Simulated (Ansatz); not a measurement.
# Run report: CH$_{7}$BrGe, nudged elastic band

System: CH$_{7}$BrGe.
Method: RKS LDA/def2-SVP (Ansatz 0.2.0).

It belongs to a series of runs on one base structure; here: band between the two ends. Figures and captions count atoms from 1; the log counts them from 0 in places.

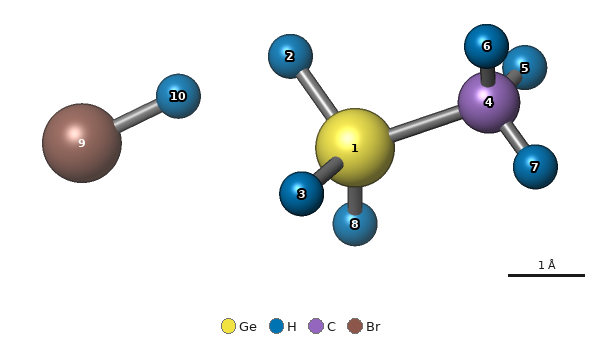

**Figure 1.** The input geometry (ball-and-stick view, seen at a tilt; atoms are numbered from 1 in the order of the input). Sticks mark near contacts.

Input file
```yaml
crystal:
  periodic: [false, false, false]
  atoms:
    - { symbol: Ge, position_ang: [0.008827, 0.162907, -0.159937] }
    - { symbol: H, position_ang: [-0.141029, -0.10465, 1.372532] }
    - { symbol: H, position_ang: [1.51378, 0.365225, -0.433566] }
    - { symbol: C, position_ang: [-1.028487, 1.723813, -0.639352] }
    - { symbol: H, position_ang: [-2.100415, 1.563063, -0.404423] }
    - { symbol: H, position_ang: [-0.668339, 2.612877, -0.083197] }
    - { symbol: H, position_ang: [-0.928894, 1.92035, -1.727008] }
    - { symbol: H, position_ang: [-0.48817, -1.104976, -0.886048] }
    - { symbol: Br, position_ang: [1.55443, -2.614818, 1.937319] }
    - { symbol: H, position_ang: [0.730796, -1.425593, 1.75368] }
basis:
  gaussian: { orbitals: def2-SVP }
hamiltonian:
  xc: lda
neb:
  order_check: false
  images: 7
  f_tol: 0.05
  max_iterations: 60
  final_atoms:
    - { symbol: Ge, position_ang: [0.48938389, -0.24023468, -0.99893582] }
    - { symbol: H, position_ang: [-0.88787091, 0.42857303, 2.9753993] }
    - { symbol: H, position_ang: [1.81387923, 0.317389, -1.56432219] }
    - { symbol: C, position_ang: [-0.67486286, 1.14368177, -0.3352951] }
    - { symbol: H, position_ang: [-1.58292554, 0.69186713, 0.11229394] }
    - { symbol: H, position_ang: [-0.15229294, 1.73787559, 0.44116126] }
    - { symbol: H, position_ang: [-0.9714797, 1.81204144, -1.17093025] }
    - { symbol: H, position_ang: [-0.20447861, -1.15738627, -2.02961285] }
    - { symbol: Br, position_ang: [1.07070884, -1.59671449, 0.77874481] }
    - { symbol: H, position_ang: [-0.4475624, -0.03889452, 2.52149689] }
  initial_path:
    images:
      - { positions_ang: [[0.008827, 0.162907, -0.159937], [-0.141029, -0.10465, 1.372532], [1.51378, 0.365225, -0.433566], [-1.028487, 1.723813, -0.639352], [-2.100415, 1.563063, -0.404423], [-0.668339, 2.612877, -0.083197], [-0.928894, 1.92035, -1.727008], [-0.48817, -1.104976, -0.886048], [1.55443, -2.614818, 1.937319], [0.730796, -1.425593, 1.75368]] }
      - { positions_ang: [[0.00812409, 0.12320386, -0.1209892], [-0.11099527, -0.08740447, 1.50321087], [1.50398198, 0.28345154, -0.44992259], [-1.00477235, 1.69334127, -0.6387433], [-2.06991536, 1.50649625, -0.52875412], [-0.73601807, 2.55218814, -0.0213382], [-0.80080661, 1.94165558, -1.67833911], [-0.540133, -1.14399953, -0.8037715], [1.5251939, -2.49373431, 1.65876939], [0.67783968, -1.27700033, 1.80987776]] }
      - { positions_ang: [[0.00742118, 0.08350073, -0.08204141], [-0.08096154, -0.07015894, 1.63388973], [1.49418397, 0.20167808, -0.46627917], [-0.98105769, 1.66286954, -0.63813461], [-2.03941571, 1.4499295, -0.65308525], [-0.80369715, 2.49149927, 0.0405206], [-0.67271922, 1.96296117, -1.62967022], [-0.59209599, -1.18302307, -0.721495], [1.4959578, -2.37265061, 1.38021979], [0.62488335, -1.12840767, 1.86607553]] }
      - { positions_ang: [[0.00671827, 0.04379759, -0.04309361], [-0.0509278, -0.05291342, 1.7645686], [1.48438595, 0.11990463, -0.48263576], [-0.95734304, 1.63239781, -0.63752591], [-2.00891607, 1.39336275, -0.77741637], [-0.87137622, 2.43081041, 0.1023794], [-0.54463182, 1.98426675, -1.58100132], [-0.64405899, -1.2220466, -0.63921849], [1.4667217, -2.25156692, 1.10167018], [0.57192703, -0.979815, 1.92227329]] }
      - { positions_ang: [[0.00601536, 0.00409446, -0.00414582], [-0.02089407, -0.03566789, 1.89524746], [1.47458794, 0.03813117, -0.49899235], [-0.93362839, 1.60192607, -0.63691722], [-1.97841643, 1.336796, -0.90174749], [-0.9390553, 2.37012154, 0.1642382], [-0.41654443, 2.00557234, -1.53233243], [-0.69602198, -1.26107013, -0.55694199], [1.4374856, -2.13048322, 0.82312057], [0.5189707, -0.83122234, 1.97847106]] }
      - { positions_ang: [[0.12685749, -0.05698783, -0.25284332], [-0.23763828, 0.08039234, 2.16528542], [1.55941076, 0.10794563, -0.76532481], [-0.86893701, 1.487365, -0.56151169], [-1.87954371, 1.17556378, -0.64823713], [-0.74236471, 2.21206005, 0.23346897], [-0.55527825, 1.95718961, -1.44198189], [-0.57313614, -1.23514917, -0.92510971], [1.34579141, -1.99704104, 0.81202663], [0.27733743, -0.63314038, 2.11422752]] }
      - { positions_ang: [[0.24769963, -0.11807011, -0.50154082], [-0.45438249, 0.19645257, 2.43532338], [1.64423358, 0.17776008, -1.03165727], [-0.80424562, 1.37280392, -0.48610616], [-1.78067099, 1.01433156, -0.39472677], [-0.54567412, 2.05399856, 0.30269973], [-0.69401207, 1.90880689, -1.35163134], [-0.4502503, -1.2092282, -1.29327742], [1.25409722, -1.86359886, 0.80093269], [0.03570415, -0.43505843, 2.24998397]] }
      - { positions_ang: [[0.36854176, -0.17915239, -0.75023832], [-0.6711267, 0.3125128, 2.70536134], [1.72905641, 0.24757454, -1.29798973], [-0.73955424, 1.25824285, -0.41070063], [-1.68179826, 0.85309935, -0.14121641], [-0.34898353, 1.89593707, 0.37193049], [-0.83274588, 1.86042416, -1.26128079], [-0.32736445, -1.18330724, -1.66144513], [1.16240303, -1.73015667, 0.78983875], [-0.20592912, -0.23697647, 2.38574043]] }
      - { positions_ang: [[0.48938389, -0.24023468, -0.99893582], [-0.88787091, 0.42857303, 2.9753993], [1.81387923, 0.317389, -1.56432219], [-0.67486286, 1.14368177, -0.3352951], [-1.58292554, 0.69186713, 0.11229394], [-0.15229294, 1.73787559, 0.44116126], [-0.9714797, 1.81204144, -1.17093025], [-0.20447861, -1.15738627, -2.02961285], [1.07070884, -1.59671449, 0.77874481], [-0.4475624, -0.03889452, 2.52149689]] }
```

Run as:
```bash
ansatz run input.yaml --threads 4 --pin off --max-ram 5120MiB --backend cpu --events-out ev --progress --plain --runs-dir out
```

What the program printed
```
Engine: ansatz 0.2.0, aarch64-unknown-linux-gnu
Functional definition: SPW92
  exchange = slater_x
  correlation = pw_c
1260 factors; their error is unknown
mean field evaluation 1: about -127496.9915 eV, gradient 5.8e1 eV
mean field evaluation 2: about -127484.9390 eV, gradient 8.2e1 eV
mean field evaluation 4: about -127504.3643 eV, gradient 3.7e0 eV
mean field evaluation 8: about -127504.3852 eV, gradient 5.1e-2 eV
mean field evaluation 16: about -127504.2905 eV, gradient 2.7e-5 eV
mean field -127504.29045197 eV, -4685.6962485977 hartree, gradient 2.7e-5 eV, S^2 0.000000; 0 other end points of the search recorded, 0 dependent functions left out
the calculation of the forces begins
reference -127504.29048846 eV, -4685.6962499387 hartree; 40, 40 occupied and 73, 73 virtual orbitals, 1260 factors
1260 factors; their error is unknown
mean field evaluation 32: about -127504.7833 eV, gradient 7.8e-4 eV
mean field -127504.78329723 eV, -4685.7143603270 hartree, gradient 5.3e-5 eV, S^2 0.000000; 0 other end points of the search recorded, 0 dependent functions left out
[... from here on the field's lines of each further geometry are left out, up to the last ...]
NEB iter   1: max|band force component| = 3.315e0 eV/Å  barrier→ = 2.1413 eV  barrier← = 2.6342 eV  Δτ_max = 0.2000 Å  (234 SCF iters)
NEB iter   2: max|band force component| = 1.227e0 eV/Å  barrier→ = 1.7039 eV  barrier← = 2.1967 eV  Δτ_max = 0.2000 Å  (212 SCF iters)
NEB iter   3: max|band force component| = 1.192e0 eV/Å  barrier→ = 1.3465 eV  barrier← = 1.8393 eV  Δτ_max = 0.2000 Å  (191 SCF iters)
NEB iter   4: max|band force component| = 1.009e0 eV/Å  barrier→ = 1.4998 eV  barrier← = 1.9926 eV  Δτ_max = 0.1809 Å  (197 SCF iters)
NEB iter   5: max|band force component| = 7.068e-1 eV/Å  barrier→ = 1.4549 eV  barrier← = 1.9477 eV  Δτ_max = 0.1999 Å  (187 SCF iters)
NEB iter   6: max|band force component| = 4.479e-1 eV/Å  barrier→ = 1.3600 eV  barrier← = 1.8528 eV  CI = image 3  Δτ_max = 0.0955 Å  (184 SCF iters)
NEB iter   7: max|band force component| = 3.053e-1 eV/Å  barrier→ = 1.3082 eV  barrier← = 1.8011 eV  CI = image 3  Δτ_max = 0.1000 Å  (189 SCF iters)
NEB iter   8: max|band force component| = 1.697e-1 eV/Å  barrier→ = 1.2988 eV  barrier← = 1.7916 eV  CI = image 3  Δτ_max = 0.0789 Å  (187 SCF iters)
NEB iter   9: max|band force component| = 1.064e-1 eV/Å  barrier→ = 1.2893 eV  barrier← = 1.7822 eV  CI = image 3  Δτ_max = 0.1376 Å  (189 SCF iters)
NEB iter  10: max|band force component| = 1.715e-1 eV/Å  barrier→ = 1.2889 eV  barrier← = 1.7817 eV  CI = image 3  Δτ_max = 0.0695 Å  (190 SCF iters)
NEB iter  11: max|band force component| = 1.565e-1 eV/Å  barrier→ = 1.2834 eV  barrier← = 1.7763 eV  CI = image 3  Δτ_max = 0.0698 Å  (187 SCF iters)
NEB iter  12: max|band force component| = 1.660e-1 eV/Å  barrier→ = 1.2777 eV  barrier← = 1.7705 eV  CI = image 3  Δτ_max = 0.0347 Å  (185 SCF iters)
NEB iter  13: max|band force component| = 1.273e-1 eV/Å  barrier→ = 1.2747 eV  barrier← = 1.7676 eV  CI = image 3  Δτ_max = 0.0347 Å  (191 SCF iters)
NEB iter  14: max|band force component| = 9.525e-2 eV/Å  barrier→ = 1.2724 eV  barrier← = 1.7652 eV  CI = image 3  Δτ_max = 0.0696 Å  (191 SCF iters)
NEB iter  15: max|band force component| = 1.050e-1 eV/Å  barrier→ = 1.2683 eV  barrier← = 1.7611 eV  CI = image 3  Δτ_max = 0.0695 Å  (187 SCF iters)
NEB iter  16: max|band force component| = 1.084e-1 eV/Å  barrier→ = 1.2662 eV  barrier← = 1.7591 eV  CI = image 3  Δτ_max = 0.0696 Å  (185 SCF iters)
NEB iter  17: max|band force component| = 1.113e-1 eV/Å  barrier→ = 1.2650 eV  barrier← = 1.7579 eV  CI = image 3  Δτ_max = 0.0346 Å  (188 SCF iters)
NEB iter  18: max|band force component| = 9.313e-2 eV/Å  barrier→ = 1.2643 eV  barrier← = 1.7572 eV  CI = image 3  Δτ_max = 0.0347 Å  (193 SCF iters)
NEB iter  19: max|band force component| = 8.120e-2 eV/Å  barrier→ = 1.2642 eV  barrier← = 1.7570 eV  CI = image 3  Δτ_max = 0.0346 Å  (185 SCF iters)
NEB iter  20: max|band force component| = 7.182e-2 eV/Å  barrier→ = 1.2640 eV  barrier← = 1.7569 eV  CI = image 3  Δτ_max = 0.0693 Å  (179 SCF iters)
NEB iter  21: max|band force component| = 5.212e-2 eV/Å  barrier→ = 1.2640 eV  barrier← = 1.7568 eV  CI = image 3  Δτ_max = 0.0693 Å  (182 SCF iters)
the calculation of the forces begins
reference -127504.78497526 eV, -4685.7144219934 hartree; 40, 40 occupied and 73, 73 virtual orbitals, 1260 factors
1260 factors; their error is unknown
mean field evaluation 1312: about -127503.1238 eV, gradient 3.6e-1 eV
mean field -127503.02650347 eV, -4685.6497993470 hartree, gradient 9.8e-6 eV, S^2 0.000000; 1 other end points of the search recorded, 0 dependent functions left out
the calculation of the forces begins
reference -127503.02653750 eV, -4685.6498005979 hartree; 40, 40 occupied and 73, 73 virtual orbitals, 1260 factors
NEB iter  22: max|band force component| = 4.957e-2 eV/Å  barrier→ = 1.2639 eV  barrier← = 1.7568 eV  CI = image 3  Δτ_max = 0.0000 Å  (371 SCF iters)
```

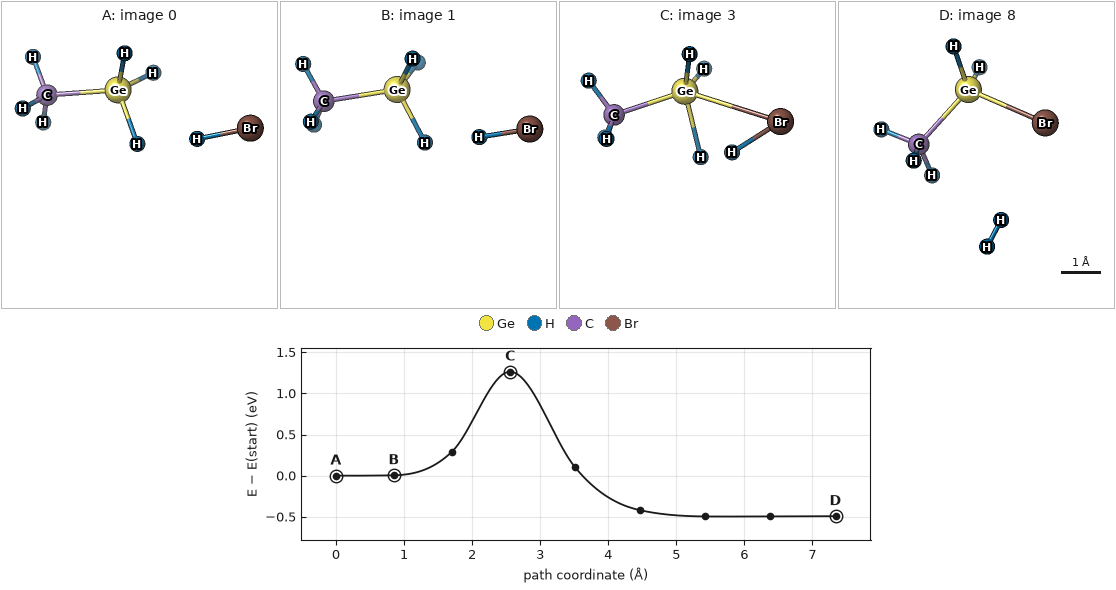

**Figure 2.** Images of the last band (counted from 0; ball-and-stick, seen at a tilt) above the energy along the path; the line is a cubic interpolation that uses the forces. The highest image is number 3, 1.264 eV above the start and 1.757 eV above the end (the climbing image); the end lies 0.493 eV below the start. The path is 7.34 Å long. The band converged in 22 iterations.

```
Total energy: -127503.02653750 eV, -4685.6498005979 hartree
Atom 0 at     0.130613    -0.153623    -0.279363 Å, force    -0.001569     0.009240     0.001168 eV/Å
Atom 1 at    -0.696504    -0.294723     1.343763 Å, force    -0.001807    -0.000574    -0.000541 eV/Å
Atom 2 at     1.538251     0.059128    -0.885213 Å, force    -0.000299    -0.001143    -0.000716 eV/Å
Atom 3 at    -0.788860     1.551461    -0.413039 Å, force     0.001333    -0.009841    -0.002461 eV/Å
Atom 4 at    -1.858495     1.464857    -0.135550 Å, force     0.000105     0.001308     0.000873 eV/Å
Atom 5 at    -0.298657     2.295932     0.247804 Å, force     0.000853     0.001949     0.001424 eV/Å
Atom 6 at    -0.697209     1.908323    -1.462305 Å, force     0.001120     0.001458     0.000942 eV/Å
Atom 7 at    -0.629906    -1.352707    -0.870727 Å, force    -0.001154    -0.003114    -0.001282 eV/Å
Atom 8 at     1.686461    -1.587974     1.558759 Å, force     0.000327     0.001027     0.000036 eV/Å
Atom 9 at     0.066804    -0.792475     1.625872 Å, force     0.001090    -0.000311     0.000556 eV/Å
Dipole moment:    -0.510125     0.509457    -0.405670 e Å
this run last wrote the band of iteration 22 to [file]
```

The last band as extended XYZ (Å, eV, eV/Å)
```
10
Properties=species:S:1:pos:R:3:forces:R:3 image=0 energy=-127504.29045
Ge    0.0088    0.1629   -0.1599    0.0035  -0.0133   0.0009
H    -0.1410   -0.1047    1.3725   -0.0003   0.0039  -0.0113
H     1.5138    0.3652   -0.4336   -0.0098  -0.0032   0.0018
C    -1.0285    1.7238   -0.6394   -0.0111   0.0042  -0.0091
H    -2.1004    1.5631   -0.4044    0.0139   0.0027  -0.0024
H    -0.6683    2.6129   -0.0832   -0.0030  -0.0036  -0.0034
H    -0.9289    1.9204   -1.7270   -0.0017  -0.0010   0.0164
H    -0.4882   -1.1050   -0.8860    0.0063   0.0128   0.0076
Br    1.5544   -2.6148    1.9373   -0.0186   0.0252   0.0012
H     0.7308   -1.4256    1.7537    0.0207  -0.0276  -0.0017
10
Properties=species:S:1:pos:R:3:forces:R:3 image=1 energy=-127504.28603
Ge   -0.1177    0.0394   -0.2586   -0.0033   0.0029   0.0099
H    -0.3639   -0.3560    1.2329    0.0063   0.0019  -0.0065
H     1.4094    0.1120   -0.4618   -0.0015   0.0020   0.0024
C    -0.9750    1.7384   -0.5996   -0.0020  -0.0021  -0.0041
H    -2.0647    1.6663   -0.4102   -0.0071   0.0033  -0.0038
H    -0.5471    2.5194    0.0607   -0.0011   0.0048  -0.0016
H    -0.8150    2.0386   -1.6551   -0.0023   0.0035  -0.0074
H    -0.7038   -1.0984   -1.1200   -0.0024   0.0050  -0.0014
Br    1.8387   -2.2455    2.1734    0.0028  -0.0136   0.0102
H     0.7916   -1.3160    1.7682    0.0107  -0.0078   0.0024
10
Properties=species:S:1:pos:R:3:forces:R:3 image=2 energy=-127503.99851
Ge   -0.0620   -0.0679   -0.3005   -0.2204   0.0847  -0.0351
H    -0.5308   -0.3196    1.1908    0.1932   0.0023  -0.1197
H     1.4547    0.0286   -0.5761   -0.1124  -0.0763   0.2694
C    -0.8843    1.6488   -0.5259   -0.0949   0.1051  -0.1098
H    -1.9549    1.5656   -0.2567   -0.0776   0.1304  -0.0957
H    -0.3860    2.3291    0.1973   -0.0505   0.0349  -0.0850
H    -0.7607    2.0443   -1.5498   -0.0817   0.1215  -0.0944
H    -0.6525   -1.2787   -1.0468   -0.0812   0.0683  -0.1407
Br    1.7552   -1.7965    1.8940    0.0876  -0.2257   0.3211
H     0.4739   -1.0556    1.7037    0.4379  -0.2452   0.0900
10
Properties=species:S:1:pos:R:3:forces:R:3 image=3 energy=-127503.02650
Ge    0.1306   -0.1536   -0.2794   -0.0016   0.0092   0.0012
H    -0.6965   -0.2947    1.3438   -0.0018  -0.0006  -0.0005
H     1.5383    0.0591   -0.8852   -0.0003  -0.0011  -0.0007
C    -0.7889    1.5515   -0.4130    0.0013  -0.0098  -0.0025
H    -1.8585    1.4649   -0.1356    0.0001   0.0013   0.0009
H    -0.2987    2.2959    0.2478    0.0009   0.0019   0.0014
H    -0.6972    1.9083   -1.4623    0.0011   0.0015   0.0009
H    -0.6299   -1.3527   -0.8707   -0.0012  -0.0031  -0.0013
Br    1.6865   -1.5880    1.5588    0.0003   0.0010   0.0000
H     0.0668   -0.7925    1.6259    0.0011  -0.0003   0.0006
10
Properties=species:S:1:pos:R:3:forces:R:3 image=4 energy=-127504.18439
Ge    0.3319   -0.2326   -0.3947    0.2550  -0.0600  -0.1033
H    -0.9652   -0.2469    1.6355   -0.3429  -0.0081   0.2841
H     1.5072   -0.0166   -1.3524    0.0435   0.0032  -0.4315
C    -0.6512    1.4677   -0.3236    0.1570  -0.1083   0.1060
H    -1.7051    1.3756    0.0158    0.1447  -0.1658   0.0929
H    -0.1507    2.2635    0.2629    0.0797  -0.0489   0.0636
H    -0.6672    1.8018   -1.3887    0.0744  -0.0985   0.0863
H    -0.6515   -1.3525   -0.8052    0.0954   0.0117  -0.0067
Br    1.7216   -1.3027    1.2363   -0.0027   0.3505  -0.3144
H    -0.3172   -0.6590    1.8442   -0.5041   0.1242   0.2231
10
Properties=species:S:1:pos:R:3:forces:R:3 image=5 energy=-127504.70901
Ge    0.4170   -0.2487   -0.6334   -0.0170   0.0208  -0.0573
H    -1.2983   -0.2065    1.9837   -0.0965  -0.0420   0.0675
H     1.4506   -0.0481   -1.7594   -0.0113  -0.0170  -0.0872
C    -0.5278    1.4082   -0.2922    0.0679  -0.0416  -0.0042
H    -1.5026    1.2308    0.2035    0.0499  -0.0398   0.0307
H     0.0744    2.1064    0.3231    0.0325  -0.0205   0.0003
H    -0.7087    1.8727   -1.2857    0.0055   0.0203   0.0253
H    -0.5650   -1.3970   -0.9518    0.0197  -0.0075  -0.0178
Br    1.7267   -1.0274    1.1113    0.0242   0.0948   0.0022
H    -0.6137   -0.5921    2.0309   -0.0749   0.0325   0.0404
10
Properties=species:S:1:pos:R:3:forces:R:3 image=6 energy=-127504.78639
Ge    0.4671   -0.2428   -0.8564   -0.0231   0.0178  -0.0181
H    -1.4785   -0.1804    2.5310   -0.0109  -0.0090   0.0103
H     1.5605    0.0369   -1.9103    0.0021  -0.0007  -0.0050
C    -0.4710    1.3543   -0.3210    0.0344  -0.0279  -0.0210
H    -1.2754    1.0945    0.3958    0.0056   0.0032   0.0038
H     0.2404    2.0481    0.1712   -0.0135   0.0179  -0.0140
H    -0.9102    1.8472   -1.2141    0.0004  -0.0009   0.0225
H    -0.4791   -1.3671   -1.3312    0.0004   0.0029  -0.0020
Br    1.5752   -1.0700    0.9940    0.0108  -0.0050   0.0171
H    -0.7766   -0.4224    2.2712   -0.0062   0.0017   0.0063
10
Properties=species:S:1:pos:R:3:forces:R:3 image=7 energy=-127504.78494
Ge    0.4857   -0.2442   -0.9731   -0.0045   0.0048  -0.0047
H    -1.2320    0.1243    2.8917   -0.0039  -0.0007   0.0005
H     1.7170    0.1881   -1.7991   -0.0019  -0.0007  -0.0010
C    -0.5485    1.2517   -0.3378   -0.0085   0.0072  -0.0166
H    -1.3617    0.8913    0.3241    0.0035   0.0010   0.0030
H     0.1000    1.9439    0.2360    0.0027  -0.0031   0.0042
H    -0.9902    1.7956   -1.1997    0.0065  -0.0068   0.0083
H    -0.3666   -1.2683   -1.7540    0.0008   0.0001   0.0023
Br    1.3129   -1.3637    0.8709    0.0042  -0.0009   0.0048
H    -0.6642   -0.2204    2.4710    0.0011  -0.0009  -0.0009
10
Properties=species:S:1:pos:R:3:forces:R:3 image=8 energy=-127504.78330
Ge    0.4894   -0.2402   -0.9989   -0.0011   0.0022  -0.0016
H    -0.8879    0.4286    2.9754    0.0056  -0.0067  -0.0028
H     1.8139    0.3174   -1.5643   -0.0008   0.0001  -0.0009
C    -0.6749    1.1437   -0.3353    0.0024  -0.0027  -0.0028
H    -1.5829    0.6919    0.1123   -0.0003   0.0003  -0.0002
H    -0.1523    1.7379    0.4412   -0.0001   0.0003  -0.0001
H    -0.9715    1.8120   -1.1709   -0.0012   0.0014   0.0008
H    -0.2045   -1.1574   -2.0296    0.0004   0.0009  -0.0005
Br    1.0707   -1.5967    0.7787    0.0002  -0.0020   0.0052
H    -0.4476   -0.0389    2.5215   -0.0051   0.0061   0.0029
```

Key numbers

| quantity | value |
| --- | --- |
| outcome | converged |
| barrier, forward | 1.264 eV |
| barrier, backward | 1.757 eV |
| hardware | 4 threads of Arm Neoverse V1, 24 GiB of memory available, shared host |
| wall time | 2 min (CPU time 7.2 min) |
| peak memory | 0.18 GiB |

Notes

The order of the saddle point was not checked.
